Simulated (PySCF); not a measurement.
# C₁₁H₁₅NSi: NMR shifts at several levels of theory, part 2 of 2

PySCF 2.14.0. Atoms count from 0.

## Step 6: Shielding tensors: KT2/pcSseg-1

Job settings and geometry (Å):

```
{"job": {"kind": "nmr", "xc": "KT2", "basis": "pcSseg-1", "pop": false}, "charge": 0, "multiplicity": 1}
C     -3.755253    -1.083149     1.731618
Si    -3.264695    -0.282082     0.102540
C     -3.824431    -1.351274    -1.339001
C     -4.015915     1.436534    -0.025287
C     -1.433340    -0.126447     0.041727
C     -0.214652    -0.020426     0.000959
C      1.203217     0.102942    -0.043567
C      1.848474     1.251483     0.449620
C      3.228182     1.372194     0.411345
C      4.028624     0.345793    -0.123765
N      5.394081     0.481906    -0.201600
C      3.386215    -0.804497    -0.618842
C      2.006323    -0.920882    -0.578398
H     -3.418515    -0.473611     2.584316
H     -4.849504    -1.194336     1.799152
H     -3.301643    -2.081490     1.829258
H     -4.920252    -1.466485    -1.337841
H     -3.526758    -0.901919    -2.298885
H     -3.374255    -2.354258    -1.280003
H     -3.678479     2.073819     0.806617
H     -5.116142     1.385513     0.006198
H     -3.721126     1.924222    -0.967180
H      1.245489     2.058501     0.870657
H      3.704006     2.276931     0.799308
H      5.937503    -0.361406    -0.324025
H      5.826584     1.168366     0.401095
H      3.986849    -1.614159    -1.042126
H      1.527203    -1.822315    -0.965690
```

Method: GIAO KT2/pcSseg-1 NMR shielding, non-relativistic, gas phase.

Log:

```text
coarse grid: 23936 points
cycle   1  E = -783.2831952042  dE =  1.435e+00  |g| = 8.325e-01  |ddm| = 5.258e+00
cycle   2  E = -783.0944686631  dE =  1.887e-01  |g| = 1.152e+00  |ddm| = 2.173e+00
cycle   3  E = -783.4475665964  dE = -3.531e-01  |g| = 3.236e-01  |ddm| = 1.424e+00
cycle   4  E = -783.4766172539  dE = -2.905e-02  |g| = 7.461e-02  |ddm| = 3.342e-01
cycle   5  E = -783.4774601321  dE = -8.429e-04  |g| = 4.503e-02  |ddm| = 1.035e-01
cycle   6  E = -783.4779911984  dE = -5.311e-04  |g| = 1.319e-02  |ddm| = 6.286e-02
cycle   7  E = -783.4780405389  dE = -4.934e-05  |g| = 4.316e-03  |ddm| = 2.344e-02
cycle   8  E = -783.4780463024  dE = -5.764e-06  |g| = 3.896e-04  |ddm| = 7.035e-03
final grid: 226792 points
cycle   9  E = -783.4869964544  dE = -3.886e-04  |g| = 2.211e-02  |ddm| = 2.429e-01
cycle  10  E = -783.4869039496  dE =  9.250e-05  |g| = 2.774e-02  |ddm| = 4.832e-02
cycle  11  E = -783.4870825394  dE = -1.786e-04  |g| = 9.111e-03  |ddm| = 3.368e-02
cycle  12  E = -783.4871033979  dE = -2.086e-05  |g| = 2.685e-03  |ddm| = 9.784e-03
cycle  13  E = -783.4871050642  dE = -1.666e-06  |g| = 8.240e-04  |ddm| = 2.689e-03
cycle  14  E = -783.4871052714  dE = -2.072e-07  |g| = 2.273e-04  |ddm| = 1.371e-03
cycle  15  E = -783.4871052860  dE = -1.460e-08  |g| = 8.144e-05  |ddm| = 3.421e-04
cycle  16  E = -783.4871052877  dE = -1.683e-09  |g| = 1.451e-05  |ddm| = 9.755e-05
cycle  17  E = -783.4871052878  dE = -5.161e-11  |g| = 5.858e-06  |ddm| = 2.433e-05
converged SCF energy = -783.4871052878

GIAO shielding tensors (ppm)
atom      isotropic    diamagn.    paramagn.     s11        s22        s33       span
  0 C      181.983     255.803     -73.820    177.471    180.096    188.383     10.912
  1 Si     383.936     891.176    -507.240    363.256    393.308    395.245     31.989
  2 C      182.304     255.793     -73.489    177.638    180.693    188.580     10.942
  3 C      182.274     255.792     -73.518    177.633    180.614    188.576     10.943
  4 C       93.633     266.190    -172.557     20.449     39.087    221.362    200.913
  5 C       75.386     253.189    -177.803    -20.264     -8.777    255.199    275.463
  6 C       76.453     267.540    -191.087     -0.204     65.659    163.903    164.107
  7 C       54.083     252.871    -198.788    -41.712     44.859    159.102    200.814
  8 C       76.522     256.583    -180.061     -1.220     73.062    157.724    158.944
  9 C       42.926     261.783    -218.856    -33.356     13.240    148.895    182.251
 10 N      182.869     304.767    -121.898    149.029    156.464    243.114     94.085
 11 C       76.520     256.576    -180.057     -1.223     73.067    157.715    158.938
 12 C       54.145     252.832    -198.687    -41.562     44.830    159.166    200.727
 13 H       30.918      33.164      -2.245     27.056     28.678     37.021      9.964
 14 H       31.213      26.935       4.278     27.188     28.521     37.931     10.743
 15 H       30.917      33.165      -2.248     27.051     28.677     37.021      9.970
 16 H       31.214      26.932       4.282     27.107     28.599     37.937     10.830
 17 H       30.888      33.133      -2.245     27.132     28.566     36.966      9.834
 18 H       30.888      33.204      -2.315     26.996     28.591     37.078     10.082
 19 H       30.889      33.238      -2.349     26.999     28.594     37.074     10.075
 20 H       31.214      26.942       4.272     27.107     28.598     37.936     10.829
 21 H       30.887      33.143      -2.256     27.137     28.563     36.962      9.825
 22 H       24.165      35.300     -11.135     20.554     23.755     28.186      7.632
 23 H       25.010      32.566      -7.556     21.308     25.526     28.196      6.888
 24 H       28.087      27.383       0.704     21.586     27.040     35.636     14.050
 25 H       28.085      27.392       0.693     21.584     27.037     35.634     14.050
 26 H       25.009      32.548      -7.538     21.311     25.527     28.190      6.879
 27 H       24.168      35.281     -11.113     20.555     23.766     28.182      7.627
```

It took 61 s on 8 threads of Intel Xeon Platinum 8259CL at 2.50GHz (Skylake/Cascade Lake), shared host.

In short: δ C9 140.3, C7 129.1, C5 107.8, C6 106.8, H22 7.01, H23 6.17 ppm (means over like atoms).

## Step 7: Nuclear shieldings: HF/pcSseg-1

Same as in step 6 but for these lines:

```diff
@@ -1,2 +1,2 @@
-{"job": {"kind": "nmr", "xc": "KT2", "basis": "pcSseg-1", "pop": false}, "charge": 0, "multiplicity": 1}
+{"job": {"kind": "nmr", "xc": "HF", "basis": "pcSseg-1", "pop": false}, "charge": 0, "multiplicity": 1}
 C     -3.755253    -1.083149     1.731618
```

With the program's defaults for keys left out, this is: GIAO HF/pcSseg-1 NMR shielding, non-relativistic, gas phase.

Log:

```text
final grid: 226792 points
cycle   1  E = -768.4124646563  dE =  3.134e+00  |g| = 6.209e-01  |ddm| = 4.994e+00
cycle   2  E = -768.5483657375  dE = -1.359e-01  |g| = 2.171e-01  |ddm| = 1.065e+00
cycle   3  E = -768.5606917452  dE = -1.233e-02  |g| = 1.257e-01  |ddm| = 4.416e-01
cycle   4  E = -768.5650219938  dE = -4.330e-03  |g| = 2.650e-02  |ddm| = 1.435e-01
cycle   5  E = -768.5652132788  dE = -1.913e-04  |g| = 8.906e-03  |ddm| = 3.359e-02
cycle   6  E = -768.5652452027  dE = -3.192e-05  |g| = 2.830e-03  |ddm| = 1.382e-02
cycle   7  E = -768.5652515536  dE = -6.351e-06  |g| = 1.408e-03  |ddm| = 5.944e-03
cycle   8  E = -768.5652533362  dE = -1.783e-06  |g| = 6.381e-04  |ddm| = 3.062e-03
cycle   9  E = -768.5652540270  dE = -6.907e-07  |g| = 2.930e-04  |ddm| = 2.050e-03
cycle  10  E = -768.5652541908  dE = -1.639e-07  |g| = 1.181e-04  |ddm| = 1.203e-03
cycle  11  E = -768.5652542133  dE = -2.250e-08  |g| = 4.507e-05  |ddm| = 4.953e-04
cycle  12  E = -768.5652542156  dE = -2.287e-09  |g| = 1.799e-05  |ddm| = 1.414e-04
cycle  13  E = -768.5652542161  dE = -4.140e-10  |g| = 7.994e-06  |ddm| = 5.702e-05
converged SCF energy = -768.5652542161

GIAO shielding tensors (ppm)
atom      isotropic    diamagn.    paramagn.     s11        s22        s33       span
  0 C      189.702     255.357     -65.655    186.491    189.205    193.411      6.920
  1 Si     411.107     880.913    -469.805    387.126    421.972    424.223     37.097
  2 C      190.085     255.320     -65.234    186.790    189.837    193.630      6.840
  3 C      190.063     255.324     -65.261    186.791    189.775    193.622      6.831
  4 C       93.072     266.943    -173.871     10.381     34.999    233.836    223.456
  5 C       80.111     261.467    -181.356    -29.010    -20.140    289.482    318.492
  6 C       76.284     262.897    -186.613    -25.105     72.305    181.651    206.757
  7 C       42.388     252.176    -209.788    -77.057     31.540    172.680    249.737
  8 C       75.998     257.478    -181.481    -16.600     72.817    171.775    188.375
  9 C       31.619     257.851    -226.232    -74.951      3.545    166.263    241.214
 10 N      203.823     310.254    -106.431    170.666    177.948    262.856     92.190
 11 C       75.993     257.480    -181.487    -16.607     72.819    171.768    188.375
 12 C       42.463     252.170    -209.707    -76.867     31.514    172.742    249.608
 13 H       31.400      33.379      -1.979     27.143     29.011     38.047     10.903
 14 H       31.721      26.919       4.802     27.269     28.756     39.137     11.868
 15 H       31.399      33.381      -1.982     27.138     29.010     38.048     10.910
 16 H       31.707      26.888       4.819     27.141     28.839     39.140     12.000
 17 H       31.372      33.316      -1.944     27.241     28.911     37.964     10.723
 18 H       31.375      33.381      -2.006     27.080     28.921     38.125     11.045
 19 H       31.376      33.417      -2.042     27.081     28.925     38.121     11.040
 20 H       31.707      26.899       4.808     27.142     28.838     39.140     11.999
 21 H       31.371      33.327      -1.956     27.246     28.908     37.960     10.714
 22 H       23.954      34.542     -10.588     19.791     23.324     28.747      8.956
 23 H       25.159      32.923      -7.764     20.491     26.134     28.852      8.362
 24 H       28.400      27.599       0.802     20.620     27.266     37.315     16.695
 25 H       28.398      27.605       0.793     20.619     27.263     37.313     16.694
 26 H       25.157      32.909      -7.752     20.492     26.134     28.845      8.353
 27 H       23.958      34.527     -10.569     19.793     23.337     28.744      8.951
```

Wall time 50 s (8 threads of Intel Xeon Platinum 8259CL at 2.50GHz (Skylake/Cascade Lake), shared host).

In short: δ C9 159.2, C7 148.4, C8 114.9, C6 114.6, H22 7.73, H23 6.53 ppm (means over like atoms).

## Step 8: Comparing the runs: NMR shifts

Shifts (ppm) of some atoms, chosen among heavy atoms and hydrogens apart, means over like atoms, with basis size and wall time:

```tsv
run	C9	C7	C8	C6	H22	H23	N10	functions	time
PBE0/pcSseg-1	151.1	141.0	115.8	115.6	7.37	6.44	79.3	303	83 s
PBE/pcSseg-1	146.9	137.2	114.0	113.6	7.16	6.29	87.2	303	59 s
wB97X-D/pcSseg-1	153.9	143.1	116.3	116.6	7.43	6.46	73.9	303	1.8 min
KT2/pcSseg-1	140.3	129.1	106.7	106.8	7.01	6.17	81.4	303	61 s
HF/pcSseg-1	159.2	148.4	114.9	114.6	7.73	6.53	61.9	303	50 s
```

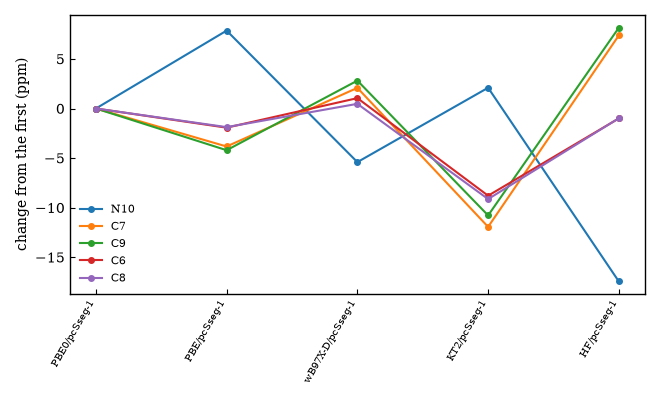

How five of the tabulated atoms move from run to run.

## Step 9: Results

The summary covers parts 1 to 2.

| quantity | value |
| --- | --- |
| point group | Cs |
| rotational constants (main isotopes) | 2.01, 0.23, 0.22 GHz |
| 13C shifts against TMS (PBE0/pcSseg-1, means over atoms taken as alike) | 151.1, 141.0, 115.8, 115.6, 114.3, 98.5, 0.7 ppm |
| 1H shifts against TMS (PBE0/pcSseg-1, means over atoms taken as alike) | 7.37, 6.44, 3.20, 0.18 ppm |
| 29Si shifts against TMS (PBE0/pcSseg-1) | -21.3 ppm |
| 15N shifts against NH3 (PBE0/pcSseg-1) | 79.3 ppm |
| range of the shift of N10 | 61.9 to 87.2 ppm |

**Reading.** Single values in the summary come from the first run of each kind that ended normally (PBE0/pcSseg-1), which need not be the best level. Over 6 steps the energy fell by 0.114 eV; of the close pairs, Si1–C3 changed most, 1.911 to 1.880 Å. No frequency check was run at this level, so the end point may be a saddle. At PBE0/pcSseg-1: The largest span, 301 ppm, is at C5, where the paramagnetic term is -186 ppm. NICS(1)zz of -23 ppm above the planar ring from C6 marks a diatropic (aromatic) ring current. Across the 5 runs the shift of N10 moves most, between 61.9 (HF/pcSseg-1) and 87.2 ppm (PBE/pcSseg-1).
